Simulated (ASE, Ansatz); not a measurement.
# Electronic structure of random rock-salt alloy of HfC and HfN (512 atoms), part 2 of 2

Wanted: forces, charges and levels of random rock-salt alloy of HfC and HfN (512 atoms).

Ansatz 0.2.0; Kohn-Sham DFT, PBE, PAW (set soft_2), plane waves.

The cell: 256 Hf, 224 C and 32 N. The host structure and its lattice constant were typed by rule, without a check against the phase diagram. The Brillouin zone is sampled at Γ only, in a cell whose shortest periodic width is 19 Å. Spin–orbit coupling is left out.

So far. Step 2 (Plane-wave single point): Mean Löwdin charges: C -0.73, Hf +0.76, N -0.68 e. The charge on Hf changes by -0.024 e for each C neighbour that takes the place of another kind, on average. Within 0.4 eV of the Fermi level the largest share is Hf d (58 % of the projected weight).

## (3) Distances and neighbours

Bonds and neighbours are counted at the geometry of the runs.

Density 12.8 g/cm³, 12.37 Å³ an atom.

g(r), total and by pair (bins of 0.2 Å):

| r (Å) | total | Hf-Hf | Hf-C | Hf-N | C-C | C-N | N-N |
| --- | --- | --- | --- | --- | --- | --- | --- |
| 2.20 | 1.88 | 0.00 | 3.67 | 4.34 | 0.00 | 0.00 | 0.00 |
| 2.40 | 3.65 | 0.00 | 7.36 | 6.70 | 0.00 | 0.00 | 0.00 |
| 2.60 | 0.00 | 0.00 | 0.00 | 0.00 | 0.00 | 0.00 | 0.00 |
| 2.80 | 0.00 | 0.00 | 0.00 | 0.00 | 0.00 | 0.00 | 0.00 |
| 3.00 | 0.00 | 0.00 | 0.00 | 0.00 | 0.00 | 0.00 | 0.00 |
| 3.20 | 4.67 | 9.38 | 0.00 | 0.00 | 9.26 | 9.54 | 8.35 |
| 3.40 | 0.85 | 1.66 | 0.00 | 0.00 | 1.75 | 1.81 | 0.45 |
| 3.60 | 0.00 | 0.00 | 0.00 | 0.00 | 0.00 | 0.00 | 0.00 |
| 3.80 | 0.00 | 0.00 | 0.00 | 0.00 | 0.00 | 0.00 | 0.00 |
| 4.00 | 2.45 | 0.00 | 4.91 | 4.90 | 0.00 | 0.00 | 0.00 |
| 4.20 | 0.00 | 0.00 | 0.00 | 0.00 | 0.00 | 0.00 | 0.00 |
| 4.40 | 0.00 | 0.00 | 0.00 | 0.00 | 0.00 | 0.00 | 0.00 |
| 4.60 | 1.37 | 2.75 | 0.00 | 0.00 | 2.76 | 2.72 | 3.00 |
| 4.80 | 0.01 | 0.01 | 0.00 | 0.00 | 0.01 | 0.00 | 0.00 |
| 5.00 | 0.02 | 0.00 | 0.04 | 0.06 | 0.00 | 0.00 | 0.00 |
| 5.20 | 4.39 | 0.00 | 8.77 | 8.78 | 0.00 | 0.00 | 0.00 |
| 5.40 | 0.00 | 0.00 | 0.00 | 0.00 | 0.00 | 0.00 | 0.00 |
| 5.60 | 3.30 | 6.57 | 0.00 | 0.00 | 6.59 | 6.58 | 6.16 |
| 5.80 | 0.39 | 0.77 | 0.00 | 0.00 | 0.76 | 0.88 | 0.45 |
| 6.00 | 0.00 | 0.00 | 0.00 | 0.00 | 0.00 | 0.00 | 0.00 |
| 6.20 | 0.00 | 0.00 | 0.00 | 0.00 | 0.00 | 0.00 | 0.00 |
| 6.40 | 0.10 | 0.20 | 0.00 | 0.00 | 0.20 | 0.25 | 0.35 |
| 6.60 | 1.28 | 2.56 | 0.00 | 0.00 | 2.57 | 2.40 | 3.21 |
| 6.80 | 0.27 | 0.00 | 0.52 | 0.65 | 0.00 | 0.00 | 0.00 |
| 7.00 | 2.80 | 0.00 | 5.62 | 5.50 | 0.00 | 0.00 | 0.00 |
| 7.20 | 0.70 | 1.39 | 0.00 | 0.00 | 1.42 | 1.47 | 1.02 |
| 7.40 | 1.51 | 3.03 | 0.00 | 0.00 | 2.99 | 3.03 | 2.83 |
| 7.60 | 1.70 | 0.00 | 3.42 | 3.30 | 0.00 | 0.00 | 0.00 |

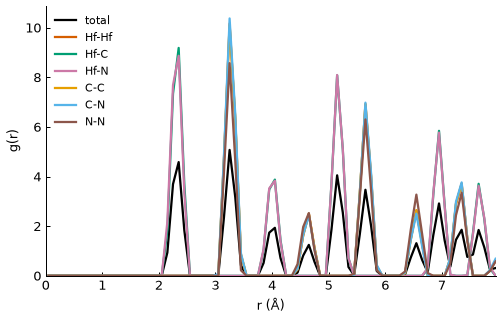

Pair distribution functions, lightly smoothed.

Bonds by pair of elements; cutoffs follow the first minimum of g(r), held within bounds set by covalent radii, and pairs that aren't listed don't count as bonded (cutoffs were set anew for this text, so counts can differ from the run's own analysis):

| pair A-B | cutoff (Å) | bonds | mean length (Å) | spread (Å) | shortest (Å) | B about A | A about B |
| --- | --- | --- | --- | --- | --- | --- | --- |
| Hf-C | 2.77 | 1344 | 2.31 | 0.028 | 2.22 | 5.25 | 6 |
| Hf-N | 2.77 | 192 | 2.31 | 0.029 | 2.25 | 0.75 | 6 |

How many atoms have how many bonded neighbours:

| element | mean | 6 |
| --- | --- | --- |
| C | 6 | 224 |
| Hf | 6 | 256 |
| N | 6 | 32 |

Bond angles, per cent of each kind in bins of 5°:

| angle (°) | Hf-C-Hf | C-Hf-C | C-Hf-N | Hf-N-Hf | N-Hf-N |
| --- | --- | --- | --- | --- | --- |
| 85–90 | 39.9 | 38.7 | 40.2 | 40.4 | 33.3 |
| 90–95 | 40.1 | 41.2 | 40.4 | 39.6 | 41.2 |
| 95–100 | 0.0 | 0.0 | 0.0 | 0.0 | 0.0 |
| 100–105 | 0.0 | 0.0 | 0.0 | 0.0 | 0.0 |
| 105–110 | 0.0 | 0.0 | 0.0 | 0.0 | 0.0 |
| 110–115 | 0.0 | 0.0 | 0.0 | 0.0 | 0.0 |
| 115–120 | 0.0 | 0.0 | 0.0 | 0.0 | 0.0 |
| 120–125 | 0.0 | 0.0 | 0.0 | 0.0 | 0.0 |
| 125–130 | 0.0 | 0.0 | 0.0 | 0.0 | 0.0 |
| 130–135 | 0.0 | 0.0 | 0.0 | 0.0 | 0.0 |
| 135–140 | 0.0 | 0.0 | 0.0 | 0.0 | 0.0 |
| 140–145 | 0.0 | 0.0 | 0.0 | 0.0 | 0.0 |
| 145–150 | 0.0 | 0.0 | 0.0 | 0.0 | 0.0 |
| 150–155 | 0.0 | 0.0 | 0.0 | 0.0 | 0.0 |
| 155–160 | 0.0 | 0.0 | 0.0 | 0.0 | 0.0 |
| 160–165 | 0.0 | 0.0 | 0.0 | 0.0 | 0.0 |
| 165–170 | 0.0 | 0.0 | 0.0 | 0.0 | 0.0 |
| 170–175 | 0.0 | 0.0 | 0.0 | 0.0 | 0.0 |
| 175–180 | 20.0 | 20.1 | 19.3 | 20.0 | 25.5 |

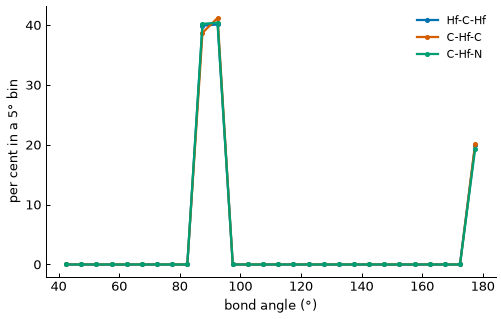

Distributions of the most common bond angles.

Bond angles (no mean is given where the spread exceeds 20°):

| angle | count | mean (°) | spread (°) |
| --- | --- | --- | --- |
| Hf-C-Hf | 3360 | - | - |
| C-Hf-C | 2931 | - | - |
| C-Hf-N | 858 | - | - |
| Hf-N-Hf | 480 | - | - |
| N-Hf-N | 51 | - | - |

For some of the pairs, g(r) has its first main peak near 3.27 Å (Hf-Hf), 2.31 Å (Hf-C), 2.31 Å (Hf-N), 3.27 Å (C-C), 3.27 Å (C-N) and 3.26 Å (N-N). By these cutoffs all C atoms have 6, all Hf atoms have 6 and all N atoms have 6 bonded neighbours.

Local excerpt of 8 atoms (numbers count through the whole input) about Hf17, which bears the longest force; x, y, z are measured from there.

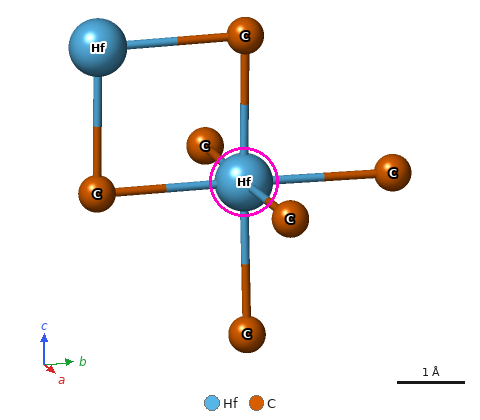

The atoms of the table, within 3.2 Å (arrows a, b, c point along x, y, z); some may hide others; the central atom is ringed.

| atom | x | y | z | distance (Å) | bonds | Löwdin charge (e) | Fx | Fy | Fz (eV/Å) |
| --- | --- | --- | --- | --- | --- | --- | --- | --- | --- |
| Hf17 | 0.00 | 0.00 | 0.00 | 0.00 | 6 | 0.76 | 0.10 | 1.08 | -0.89 |
| C22 | 0.03 | 0.01 | 2.27 | 2.27 | 6 | -0.73 | -0.33 | 0.10 | 0.35 |
| C402 | -2.29 | 0.06 | 0.00 | 2.29 | 6 | -0.72 | -0.51 | -0.28 | -0.29 |
| C120 | -0.01 | -2.29 | -0.02 | 2.29 | 6 | -0.73 | -0.01 | -0.09 | -0.17 |
| C18 | 2.33 | 0.05 | -0.01 | 2.33 | 6 | -0.72 | -0.11 | -0.13 | -0.35 |
| C24 | -0.03 | 2.33 | -0.02 | 2.33 | 6 | -0.72 | 0.49 | 0.42 | -0.29 |
| C14 | 0.02 | 0.05 | -2.36 | 2.36 | 6 | -0.73 | -0.21 | -0.20 | 0.17 |
| Hf115 | -0.01 | -2.27 | 2.24 | 3.19 | 6 | 0.77 | 0.31 | 0.09 | 1.07 |

The column of bonds counts only the pairs Hf-C within 2.77 Å, Hf-N within 2.77 Å; other neighbours, such as metal atoms beside each other in a compound, aren't counted, and periodic images can show an atom twice.

## (4) Summary of results

```
free energy per atom       : -7995.5151 eV/atom
density                    : 12.8 g/cm³
pressure                   : 2.189 GPa
r.m.s. force component     : 0.3848 eV/Å
wall time of the 1 DFT run : 30 s
```

In words: 7 levels are partly filled by over 2 % (at Γ alone), and the list of levels jumps by 0.61 eV between -0.66 and -0.04 eV: the Fermi level sits among few, sparse states, as at a band edge, among defect levels or in a metal whose levels bunch into shells on a coarse mesh. By these cutoffs all C atoms have 6, all Hf atoms have 6 and all N atoms have 6 bonded neighbours.

Caveats: The geometry was built by rule, was displaced at random and isn't relaxed at this level: its force components are 0.38 eV/Å r.m.s. The pressure of 2.2 GPa belongs to a cell and atoms that aren't relaxed at this level.

[Logs are printed without paths, hosts, clocks, repeated set-up lines and the standing remarks that a program may print on its own settings, such as how far it seeks lower states.]

[Hosts, paths, dates, database ids (printed as entryN), source tags and the programs' standing remarks are cut or masked in the printed files.]
